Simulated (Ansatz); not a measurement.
# Geometry relaxation, with input and output: C$_{2}$H$_{6}$FInO$_{2}$

The run: geometry relaxation of C$_{2}$H$_{6}$FInO$_{2}$, SMILES C[O][In]([F])[O]C. Method and program: RKS PBE0-D4/def2-TZVP (Ansatz 0.2.0).

The geometry: GFN2-xTB start. Figures and captions count atoms from 1; the log counts them from 0 in places.

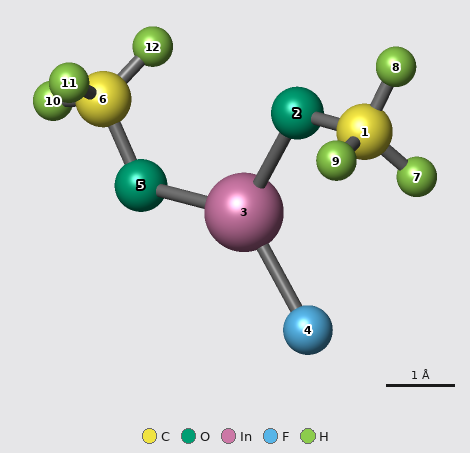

The starting structure (ball-and-stick view, seen at a tilt; atoms are numbered from 1 in the order of the input). Sticks mark near contacts.

Summary

| quantity | value |
| --- | --- |
| outcome | converged |
| total energy | −14151.6258 eV |
| mean-field energy | −14151.4459 eV |
| dispersion energy | −0.1799 eV |
| SCF solution under orbital rotations | stable |
| largest force (length of the vector) at the end | 0.003 eV/Å |
| dipole moment | 2.23 D |
| hardware | 4 threads of Intel Xeon, 31 GiB of memory available, shared host |
| wall time | 42 s (CPU time 2.6 min) |
| peak memory | 0.8 GiB |

Input file
```yaml
crystal:
  periodic: [false, false, false]
  atoms:
    - {symbol: C, position_ang: [0.090290, -2.534000, 0.303890]}
    - {symbol: O, position_ang: [0.397700, -1.174830, 0.194670]}
    - {symbol: In, position_ang: [-0.991100, 0.162250, -0.431960]}
    - {symbol: F, position_ang: [-2.673200, -0.690850, -1.087150]}
    - {symbol: O, position_ang: [-0.564410, 2.147120, -0.469090]}
    - {symbol: C, position_ang: [0.665130, 2.588060, 0.029510]}
    - {symbol: H, position_ang: [-0.471720, -2.912900, -0.556900]}
    - {symbol: H, position_ang: [1.053930, -3.055830, 0.336460]}
    - {symbol: H, position_ang: [-0.467320, -2.752890, 1.220700]}
    - {symbol: H, position_ang: [0.678800, 3.666640, -0.162030]}
    - {symbol: H, position_ang: [0.763900, 2.423820, 1.107850]}
    - {symbol: H, position_ang: [1.518000, 2.133400, -0.485940]}
basis:
  gaussian: {orbitals: def2-TZVP}
hamiltonian: {xc: pbe0, dispersion: d4}
relax: {f_tol: 0.005, max_steps: 150}
```

Command:
```bash
ansatz run in.yaml --threads 4 --pin off --events-out ev --progress --plain --max-ram 11315MiB
```

The program's output
```
Functional definition: PBE0
  name "PBE0"
  cite "Adamo & Barone, J. Chem. Phys. 110, 6158 (1999) doi:10.1063/1.478522"
  cite "Perdew, Burke & Ernzerhof, Phys. Rev. Lett. 77, 3865 (1996) doi:10.1103/PhysRevLett.77.3865"
  parent pbe
  parameter a = 0.25
  parameter kappa = 0.804
  parameter beta = 0.06672455060314922
  exchange = (1 - a)*pbe_x(kappa = kappa, mu = beta*pi^2/3) + a*exact_x
  correlation = pbe_c(beta = beta)
1563 factors; their error is unknown
mean field evaluation 1: about -14136.8077 eV, gradient 8.7e1 eV
mean field evaluation 2: about -14092.4510 eV, gradient 1.7e2 eV
mean field evaluation 4: about -14150.9821 eV, gradient 1.3e1 eV
mean field evaluation 8: about -14151.2475 eV, gradient 1.8e-1 eV
mean field evaluation 16: about -14151.2994 eV, gradient 6.8e-4 eV
mean field -14151.29943469 eV, -520.0506621296 hartree, gradient 2.9e-5 eV, S^2 0.000000; 0 other end points of the search recorded, 0 dependent functions left out
the calculation of the forces begins
reference -14151.29948587 eV, -520.0506640102 hartree; 32, 32 occupied and 209, 209 virtual orbitals, 1563 factors
relax step   1: F+E_penalty+E_count = -14151.47903289 eV  Δ(F+E_penalty+E_count) = +0.000e0 eV  max|allowed force component| = 1.454e0 eV/Å  Δτ_max = 0.0000 Å  (32 SCF iters, accepted)
these checks for a lower state are left out or cut short: starts, cluster_reference, orbital_swaps, neighbouring_geometries, increment
1563 factors; their error is unknown
mean field -14151.43378237 eV, -520.0555993157 hartree, gradient 2.0e-5 eV, S^2 0.000000; 0 other end points of the search recorded, 0 dependent functions left out
[... from here on the field's lines of each further geometry are left out, up to the last ...]
relax step   2: F+E_penalty+E_count = -14151.61516235 eV  Δ(F+E_penalty+E_count) = -1.361e-1 eV  max|allowed force component| = 2.639e-1 eV/Å  Δτ_max = 0.0987 Å  (33 SCF iters, accepted)
relax step   3: F+E_penalty+E_count = -14151.62163880 eV  Δ(F+E_penalty+E_count) = -6.476e-3 eV  max|allowed force component| = 5.859e-2 eV/Å  Δτ_max = 0.0304 Å  (33 SCF iters, accepted)
relax step   4: F+E_penalty+E_count = -14151.62430327 eV  Δ(F+E_penalty+E_count) = -2.664e-3 eV  max|allowed force component| = 6.171e-2 eV/Å  Δτ_max = 0.0389 Å  (33 SCF iters, accepted)
relax step   5: F+E_penalty+E_count = -14151.62528632 eV  Δ(F+E_penalty+E_count) = -9.830e-4 eV  max|allowed force component| = 6.286e-2 eV/Å  Δτ_max = 0.0438 Å  (32 SCF iters, accepted)
relax step   6: F+E_penalty+E_count = -14151.62548164 eV  Δ(F+E_penalty+E_count) = -1.953e-4 eV  max|allowed force component| = 2.274e-2 eV/Å  Δτ_max = 0.0119 Å  (33 SCF iters, accepted)
relax step   7: F+E_penalty+E_count = -14151.62559667 eV  Δ(F+E_penalty+E_count) = -1.150e-4 eV  max|allowed force component| = 1.903e-2 eV/Å  Δτ_max = 0.0205 Å  (33 SCF iters, accepted)
relax step   8: F+E_penalty+E_count = -14151.62570486 eV  Δ(F+E_penalty+E_count) = -1.082e-4 eV  max|allowed force component| = 1.693e-2 eV/Å  Δτ_max = 0.0118 Å  (35 SCF iters, accepted)
relax step   9: F+E_penalty+E_count = -14151.62572881 eV  Δ(F+E_penalty+E_count) = -2.395e-5 eV  max|allowed force component| = 3.681e-3 eV/Å  Δτ_max = 0.0060 Å  (35 SCF iters, accepted)
relax step  10: F+E_penalty+E_count = -14151.62573764 eV  Δ(F+E_penalty+E_count) = -8.828e-6 eV  max|allowed force component| = 4.345e-3 eV/Å  Δτ_max = 0.0066 Å  (33 SCF iters, accepted)
relax step  11: F+E_penalty+E_count = -14151.62574900 eV  Δ(F+E_penalty+E_count) = -1.136e-5 eV  max|allowed force component| = 7.785e-3 eV/Å  Δτ_max = 0.0131 Å  (33 SCF iters, accepted)
relax step  12: F+E_penalty+E_count = -14151.62575609 eV  Δ(F+E_penalty+E_count) = -7.089e-6 eV  max|allowed force component| = 6.810e-3 eV/Å  Δτ_max = 0.0100 Å  (33 SCF iters, accepted)
relax step  13: F+E_penalty+E_count = -14151.62576230 eV  Δ(F+E_penalty+E_count) = -6.209e-6 eV  max|allowed force component| = 7.619e-3 eV/Å  Δτ_max = 0.0080 Å  (34 SCF iters, accepted)
relax step  14: F+E_penalty+E_count = -14151.62576685 eV  Δ(F+E_penalty+E_count) = -4.548e-6 eV  max|allowed force component| = 5.872e-3 eV/Å  Δτ_max = 0.0064 Å  (33 SCF iters, accepted)
relax step  15: F+E_penalty+E_count = -14151.62576834 eV  Δ(F+E_penalty+E_count) = -1.494e-6 eV  max|allowed force component| = 2.712e-3 eV/Å  Δτ_max = 0.0041 Å  (35 SCF iters, accepted)
the calculation of the forces begins
reference -14151.44594418 eV, -520.0560462541 hartree; 32, 32 occupied and 209, 209 virtual orbitals, 1563 factors
relax step  16: F+E_penalty+E_count = -14151.62576730 eV  Δ(F+E_penalty+E_count) = +1.042e-6 eV  max|allowed force component| = 2.783e-3 eV/Å  Δτ_max = 0.0085 Å  (34 SCF iters, accepted)
1563 factors; their error is unknown
mean field evaluation 128: about -14151.4457 eV, gradient 4.4e-1 eV
```

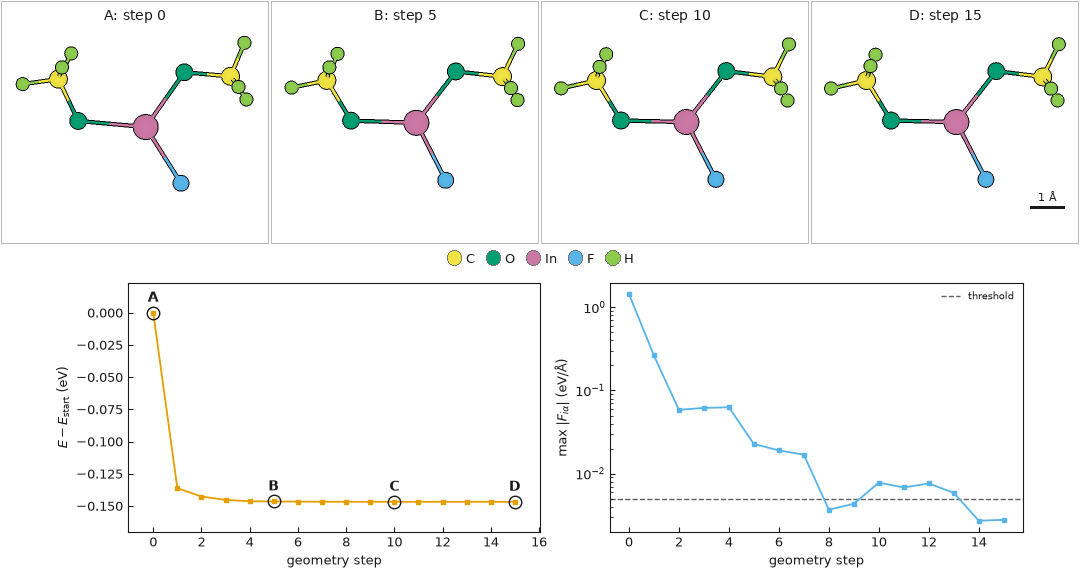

Frames of the relaxation (ball-and-stick view, seen at a tilt) above the curves, on which the letters mark them (the first geometry is step 0 here and step 1 in the log).

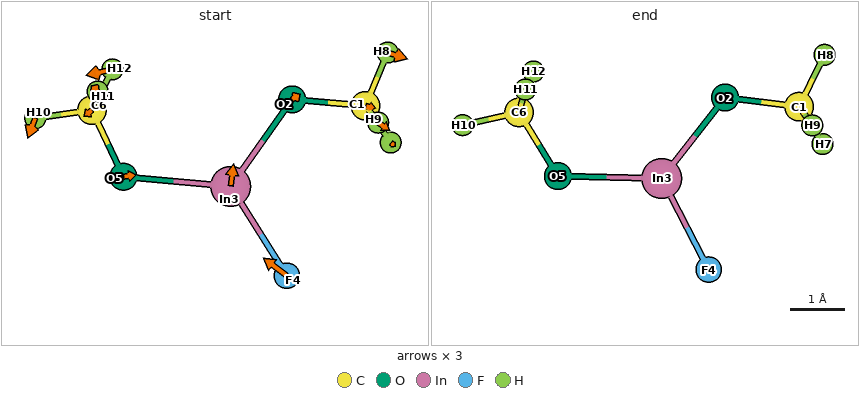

Before (left) and after (right) the relaxation, at one scale (ball-and-stick view, seen at a tilt). The orange arrows give the displacements, magnified 3 times. The largest moves after the best rigid fit, 0.19 Å, are those of F4 and H12. By element the largest moves are F 0.19 Å, H 0.19 Å, In 0.15 Å, O 0.09 Å, C 0.07 Å. Distances before and after: In3–O5 2.031 → 1.958 Å, O2–In3 2.027 → 1.965 Å, In3–F4 1.997 → 1.943 Å, C1–O2 1.398 → 1.411 Å. Among the angles that change: F4–In3–O5 126.1° → 117.5°, O2–In3–O5 120.4° → 126.9°, In3–O5–C6 119.1° → 121.7°. After 15 geometry steps the energy has fallen by 0.147 eV. Largest force component: 1.5 eV/Å at the start, 0.0028 eV/Å at the end. (Atoms are counted from 1 in the order of the input.)

```
mean field -14151.44589229 eV, -520.0560443470 hartree, gradient 2.4e-5 eV, S^2 0.000000; 1 other end points of the search recorded, 0 dependent functions left out
the calculation of the forces begins
reference -14151.44594418 eV, -520.0560462541 hartree; 32, 32 occupied and 209, 209 virtual orbitals, 1563 factors
Total energy: -14151.62581919 eV, -520.0626565388 hartree
Atom 0 at     0.065717    -2.599911     0.307271 Å, force    -0.000149    -0.001030    -0.000267 eV/Å
Atom 1 at     0.416677    -1.234635     0.241951 Å, force     0.001757    -0.000295    -0.000837 eV/Å
Atom 2 at    -0.850261     0.125777    -0.396176 Å, force    -0.002137     0.001080     0.001948 eV/Å
Atom 3 at    -2.543108    -0.552398    -1.065419 Å, force     0.000791    -0.000080    -0.000507 eV/Å
Atom 4 at    -0.563900     2.061288    -0.456700 Å, force    -0.001601    -0.001122    -0.001099 eV/Å
Atom 5 at     0.634191     2.648578     0.001810 Å, force     0.002783     0.000690     0.000437 eV/Å
Atom 6 at    -0.501514    -2.944113    -0.565014 Å, force     0.000119     0.000205     0.000212 eV/Å
Atom 7 at     0.991423    -3.181596     0.358649 Å, force    -0.000477     0.000377     0.000148 eV/Å
Atom 8 at    -0.525230    -2.824301     1.203132 Å, force    -0.000131     0.000121     0.000052 eV/Å
Atom 9 at     0.545571     3.729836    -0.139564 Å, force    -0.000405     0.000581    -0.000299 eV/Å
Atom 10 at     0.816378     2.463438     1.067262 Å, force    -0.000618    -0.000510     0.000363 eV/Å
Atom 11 at     1.514055     2.308027    -0.557192 Å, force     0.000069    -0.000017    -0.000151 eV/Å
Dipole moment:     0.418176     0.006225     0.202182 e Å
```

Trajectory as extended XYZ (Å, eV, eV/Å), 9 of the 16 frames kept, from step=1 to step=16
```
12
Properties=species:S:1:pos:R:3:forces:R:3 step=1 energy=-14151.47903
C     0.0903   -2.5340    0.3039    0.1782  -0.1830  -0.1254
O     0.3977   -1.1748    0.1947   -0.6578   1.2216  -0.3034
In   -0.9911    0.1623   -0.4320    0.1481  -0.0373  -0.0542
F    -2.6732   -0.6908   -1.0872    0.8938   0.5621   0.3565
O    -0.5644    2.1471   -0.4691   -0.8870  -1.4545  -0.1974
C     0.6651    2.5881    0.0295    0.1072   0.2469  -0.0218
H    -0.4717   -2.9129   -0.5569   -0.0566  -0.1080   0.0619
H     1.0539   -3.0558    0.3365   -0.1229  -0.1835   0.0725
H    -0.4673   -2.7529    1.2207   -0.0213  -0.1112   0.0034
H     0.6788    3.6666   -0.1620    0.2121   0.0114   0.1067
H     0.7639    2.4238    1.1079    0.1115   0.0137   0.0264
H     1.5180    2.1334   -0.4859    0.0946   0.0218   0.0747
12
Properties=species:S:1:pos:R:3:forces:R:3 step=3 energy=-14151.62164
C     0.0923   -2.5361    0.2978    0.0045  -0.0486   0.0025
O     0.3950   -1.1626    0.2051   -0.0056  -0.0030   0.0043
In   -0.9294    0.1508   -0.4201    0.0586  -0.0152   0.0183
F    -2.6061   -0.5905   -1.0529   -0.0358   0.0203  -0.0142
O    -0.5900    2.0794   -0.4679    0.0049   0.0027   0.0037
C     0.6375    2.5858    0.0149    0.0148   0.0251   0.0034
H    -0.4693   -2.9163   -0.5635    0.0049   0.0048  -0.0033
H     1.0368   -3.0876    0.3533   -0.0099   0.0145  -0.0037
H    -0.4851   -2.7668    1.2012    0.0017   0.0072   0.0049
H     0.6459    3.6649   -0.1671   -0.0147  -0.0130  -0.0047
H     0.7646    2.4261    1.0924   -0.0152   0.0021   0.0008
H     1.5076    2.1529   -0.4931   -0.0083   0.0029  -0.0119
12
Properties=species:S:1:pos:R:3:forces:R:3 step=5 energy=-14151.62529
C     0.0799   -2.5898    0.2988   -0.0202   0.0130   0.0026
O     0.4064   -1.2188    0.2266    0.0129  -0.0292   0.0086
In   -0.8799    0.1317   -0.3910    0.0003   0.0147  -0.0168
F    -2.5818   -0.5331   -1.0489   -0.0027  -0.0068   0.0046
O    -0.5719    2.0642   -0.4599    0.0629   0.0351   0.0244
C     0.6350    2.6332    0.0067   -0.0473  -0.0324  -0.0150
H    -0.4811   -2.9482   -0.5720    0.0034   0.0039   0.0037
H     1.0154   -3.1551    0.3530    0.0051   0.0029  -0.0011
H    -0.5069   -2.8205    1.1960    0.0027  -0.0003  -0.0063
H     0.5910    3.7087   -0.1906   -0.0081  -0.0123  -0.0004
H     0.7744    2.4942    1.0857    0.0014   0.0059  -0.0067
H     1.5194    2.2335   -0.5042   -0.0103   0.0056   0.0025
12
Properties=species:S:1:pos:R:3:forces:R:3 step=7 energy=-14151.62560
C     0.0714   -2.6019    0.2992   -0.0003   0.0094  -0.0043
O     0.4157   -1.2348    0.2336   -0.0009   0.0027  -0.0073
In   -0.8554    0.1271   -0.3944   -0.0047   0.0000   0.0190
F    -2.5614   -0.5401   -1.0408    0.0042  -0.0038  -0.0044
O    -0.5641    2.0622   -0.4572   -0.0027  -0.0128  -0.0063
C     0.6332    2.6477    0.0052    0.0010   0.0064  -0.0051
H    -0.4955   -2.9486   -0.5724   -0.0004   0.0008   0.0025
H     1.0004   -3.1784    0.3484   -0.0004  -0.0022   0.0006
H    -0.5164   -2.8297    1.1962   -0.0016   0.0012  -0.0013
H     0.5699    3.7226   -0.1901    0.0052  -0.0088   0.0044
H     0.7804    2.5097    1.0831    0.0019   0.0013  -0.0007
H     1.5218    2.2643   -0.5109   -0.0012   0.0059   0.0028
12
Properties=species:S:1:pos:R:3:forces:R:3 step=9 energy=-14151.62573
C     0.0690   -2.6008    0.2995    0.0006  -0.0007  -0.0002
O     0.4197   -1.2354    0.2345    0.0006  -0.0008   0.0003
In   -0.8528    0.1264   -0.3894   -0.0037   0.0009  -0.0019
F    -2.5520   -0.5504   -1.0443    0.0031   0.0010   0.0010
O    -0.5629    2.0611   -0.4589   -0.0010  -0.0017   0.0000
C     0.6330    2.6490    0.0045    0.0012   0.0010  -0.0004
H    -0.5028   -2.9434   -0.5704    0.0001   0.0000   0.0003
H     0.9950   -3.1825    0.3449   -0.0005   0.0003   0.0000
H    -0.5172   -2.8269    1.1980   -0.0002   0.0003   0.0002
H     0.5654    3.7245   -0.1841   -0.0003  -0.0001   0.0006
H     0.7837    2.5058    1.0813    0.0002  -0.0005  -0.0001
H     1.5219    2.2725   -0.5157   -0.0001   0.0003   0.0000
12
Properties=species:S:1:pos:R:3:forces:R:3 step=10 energy=-14151.62574
C     0.0683   -2.6007    0.3003    0.0003  -0.0004   0.0004
O     0.4205   -1.2357    0.2343    0.0008  -0.0017   0.0004
In   -0.8515    0.1261   -0.3909   -0.0036   0.0021  -0.0006
F    -2.5500   -0.5520   -1.0461    0.0021   0.0010   0.0002
O    -0.5629    2.0610   -0.4592    0.0043   0.0008   0.0013
C     0.6331    2.6493    0.0044   -0.0036  -0.0022  -0.0007
H    -0.5043   -2.9432   -0.5691    0.0000  -0.0002   0.0001
H     0.9937   -3.1833    0.3458    0.0001   0.0001   0.0000
H    -0.5178   -2.8255    1.1993    0.0001   0.0004  -0.0002
H     0.5626    3.7256   -0.1786   -0.0005   0.0001   0.0001
H     0.7868    2.5010    1.0800    0.0004  -0.0004  -0.0009
H     1.5214    2.2773   -0.5201   -0.0005   0.0003  -0.0001
12
Properties=species:S:1:pos:R:3:forces:R:3 step=12 energy=-14151.62576
C     0.0666   -2.6003    0.3035   -0.0002   0.0010   0.0008
O     0.4209   -1.2359    0.2347   -0.0010  -0.0009   0.0003
In   -0.8493    0.1257   -0.3947    0.0004   0.0002   0.0017
F    -2.5449   -0.5541   -1.0551   -0.0010   0.0003  -0.0011
O    -0.5630    2.0611   -0.4590    0.0068   0.0029   0.0015
C     0.6334    2.6494    0.0036   -0.0031  -0.0015   0.0006
H    -0.5065   -2.9437   -0.5652    0.0000  -0.0004  -0.0001
H     0.9910   -3.1843    0.3503    0.0010  -0.0004  -0.0001
H    -0.5198   -2.8222    1.2030    0.0005   0.0003  -0.0008
H     0.5535    3.7285   -0.1594    0.0009  -0.0054   0.0010
H     0.7994    2.4830    1.0750    0.0004   0.0015  -0.0068
H     1.5187    2.2928   -0.5369   -0.0046   0.0025   0.0030
12
Properties=species:S:1:pos:R:3:forces:R:3 step=14 energy=-14151.62577
C     0.0663   -2.6001    0.3056    0.0001   0.0006   0.0000
O     0.4186   -1.2352    0.2380   -0.0010   0.0004  -0.0002
In   -0.8503    0.1258   -0.3954    0.0009  -0.0006   0.0008
F    -2.5442   -0.5526   -1.0617   -0.0002  -0.0001  -0.0002
O    -0.5635    2.0612   -0.4578    0.0005   0.0000  -0.0002
C     0.6338    2.6488    0.0027    0.0037   0.0024   0.0018
H    -0.5044   -2.9442   -0.5644    0.0000  -0.0001   0.0001
H     0.9915   -3.1827    0.3543    0.0001  -0.0002  -0.0001
H    -0.5218   -2.8231    1.2037    0.0000   0.0000  -0.0002
H     0.5493    3.7292   -0.1488    0.0010  -0.0058   0.0011
H     0.8083    2.4724    1.0711   -0.0004   0.0013  -0.0059
H     1.5163    2.3006   -0.5476   -0.0047   0.0021   0.0030
12
Properties=species:S:1:pos:R:3:forces:R:3 step=16 energy=-14151.62577
C     0.0657   -2.5999    0.3073   -0.0001  -0.0010  -0.0003
O     0.4167   -1.2346    0.2420    0.0018  -0.0003  -0.0008
In   -0.8503    0.1258   -0.3962   -0.0021   0.0011   0.0019
F    -2.5431   -0.5524   -1.0654    0.0008  -0.0001  -0.0005
O    -0.5639    2.0613   -0.4567   -0.0016  -0.0011  -0.0011
C     0.6342    2.6486    0.0018    0.0028   0.0007   0.0004
H    -0.5015   -2.9441   -0.5650    0.0001   0.0002   0.0002
H     0.9914   -3.1816    0.3586   -0.0005   0.0004   0.0001
H    -0.5252   -2.8243    1.2031   -0.0001   0.0001   0.0001
H     0.5456    3.7298   -0.1396   -0.0004   0.0006  -0.0003
H     0.8164    2.4634    1.0673   -0.0006  -0.0005   0.0004
H     1.5141    2.3080   -0.5572    0.0001   0.0000  -0.0002
```

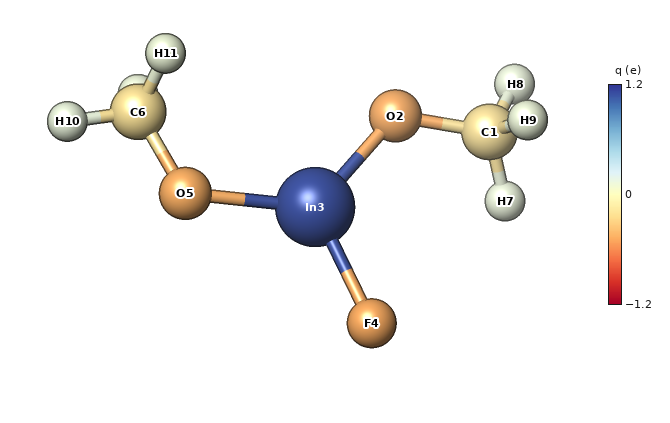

Mulliken charges, as the colour of each atom (ball-and-stick view, seen at a tilt; atoms are numbered from 1 in the order of the input). By element: C −0.21 to −0.20, O −0.48 to −0.46, In +1.10, F −0.48 and H +0.11 to +0.13 e.
